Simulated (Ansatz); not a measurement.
**UBCCD(T)/cc-pVDZ run of OH (SMILES [OH])**

What is the electronic atomisation energy of OH at UBCCD(T)/cc-pVDZ? 

The calculation is run with Ansatz 0.2.0.

60 further runs of the same task are left out: 60 set aside as unsound or not needed.

### 1 The system as given

OH has 2 atoms, charge 0, and is taken as a doublet. SMILES: `[OH]`. The shape is that of a PBE0-D4/def2-TZVP optimisation.

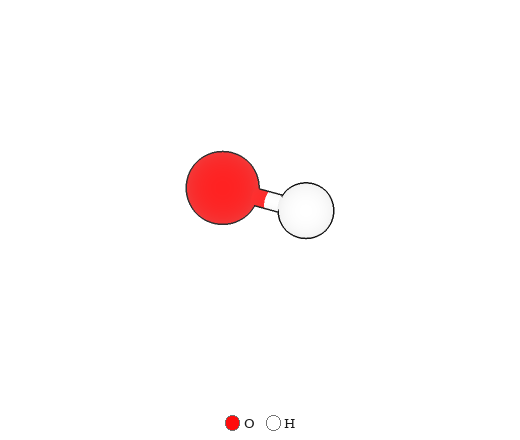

The structure, seen from a chosen angle (oxygen red, hydrogen white).

### 2 A single-point energy at UBCCD(T)/cc-pVDZ

molecule.yaml reads:

```yaml
crystal:
  periodic: [false, false, false]
  atoms:
    - {symbol: O, position_ang: [0.415880, -0.133150, 0.214550]}
    - {symbol: H, position_ang: [-0.415880, 0.133150, -0.214550]}
basis:
  gaussian:
    orbitals: cc-pVDZ
magnetization:
  spin_polarized: true
  initial_magnetization: 1
correlation:
  method: bccd_t
  frozen_orbitals: {H: 0, O: 1}
accuracy: high
scf:
  omitted_lower_state_checks: [cluster_reference, increment]
```

Started as:

```sh
$ ansatz run molecule.yaml --threads 1 --pin off --max-ram 3480MiB --events-out events.jsonl --progress --plain --runs-dir runs
```

The log of the run:

```text
Warning: RAYON_NUM_THREADS=1 ignored (pool sized by the plan → 1); use --threads N
[... 12 lines left out ...]
1 core orbitals not correlated: weight in the atoms' cores, before any rotation towards them, 1.000 or more for the frozen orbitals, at most 0.000 for the correlated occupied ones
[... 22 lines left out ...]
Total energy: -2056.07360231 eV, -75.5593112282 hartree
Checks for a lower state left out: cluster_reference, increment
```

Run time: 0.46 s. Hardware: 1 thread of Arm Neoverse V1, shared host.

### 3 The H atom: a single-point energy at UHF/cc-pVDZ

run.yaml reads:

```yaml
crystal:
  periodic: [false, false, false]
  atoms:
    - {symbol: H, position_ang: [0.000000, 0.000000, 0.000000]}
basis:
  gaussian:
    orbitals: cc-pVDZ
accuracy: high
hamiltonian:
  xc: hf
magnetization:
  spin_polarized: true
  initial_magnetization: 1
```

Started as:

```sh
$ ansatz run run.yaml --threads 1 --pin off --max-ram 3480MiB --events-out events.jsonl --progress --plain --runs-dir runs
```

The log of the run:

```text
Warning: RAYON_NUM_THREADS=1 ignored (pool sized by the plan → 1); use --threads N
Functional definition: HF
  name "HF"
  exchange = exact_x
  correlation = 0
15 factors; integrals over basis functions are off by at most 4.6e-8 eV
mean field evaluation 1: about -13.5522 eV, gradient 1.6e0 eV
mean field evaluation 2: about -13.5522 eV, gradient 1.6e0 eV
mean field evaluation 4: about -13.5861 eV, gradient 1.4e-4 eV
mean field evaluation 8: about -13.5861 eV, gradient 4.9e-14 eV
mean field -13.58605748 eV, -0.4992784034 hartree, gradient 1.6e-10 eV, S^2 0.750000; 0 other end points of the search recorded, 0 dependent functions left out
reference -13.58605748 eV, -0.4992784034 hartree; 1, 0 occupied and 4, 5 virtual orbitals, 15 factors
Total energy: -13.58605748 eV, -0.4992784034 hartree
```

Run time: 0.04 s. Hardware: 1 thread of Arm Neoverse V1, shared host.

### 4 The O atom at the same level

input.yaml reads:

```yaml
basis:
  gaussian:
    orbitals: cc-pVDZ
crystal:
  periodic: [false, false, false]
  atoms:
    - {symbol: O, position_ang: [0.000000, 0.000000, 0.000000]}
magnetization:
  spin_polarized: true
  initial_magnetization: 2
correlation:
  method: bccd_t
  frozen_orbitals: {O: 1}
accuracy: high
scf:
  omitted_lower_state_checks: [cluster_reference, increment]
```

Started as:

```sh
$ ansatz run input.yaml --threads 1 --pin off --max-ram 3480MiB --events-out events.jsonl --progress --plain --runs-dir runs
```

The log of the run:

```text
Warning: RAYON_NUM_THREADS=1 ignored (pool sized by the plan → 1); use --threads N
[... 13 lines left out ...]
1 core orbitals not correlated: weight in the atoms' cores, before any rotation towards them, 1.000 or more for the frozen orbitals, at most 0.000 for the correlated occupied ones
[... 17 lines left out ...]
Total energy: -2038.40352997 eV, -74.9099480468 hartree
Checks for a lower state left out: cluster_reference, increment
```

It took 0.34 s on 1 thread of Arm Neoverse V1, shared host.

### 5 Summary of results

At UBCCD(T)/cc-pVDZ, 1 core orbital frozen:

```
                                            quantity         value
                              molecule: total energy  -75.55931 Eh
molecule: correlation energy (1 core orbital frozen)    -165.6 mEh
                            molecule: (T) correction     -1.81 mEh
         molecule: ⟨S²⟩ of the reference determinant         0.755
                                H atom: total energy   -0.49928 Eh
                                        H atom: ⟨S²⟩         0.750
                                O atom: total energy  -74.90995 Eh
  O atom: correlation energy (1 core orbital frozen)    -117.8 mEh
                              O atom: (T) correction     -0.77 mEh
           O atom: ⟨S²⟩ of the reference determinant         2.004
                       electronic atomisation energy      4.084 eV
```

What this shows: Taking the molecule apart into free atoms costs 4.08 eV (94 kcal/mol), before zero-point energy and without spin-orbit coupling. The triples (molecule) make up 1.1 % of the correlation energy. The triples (O atom) make up 0.7 % of the correlation energy.
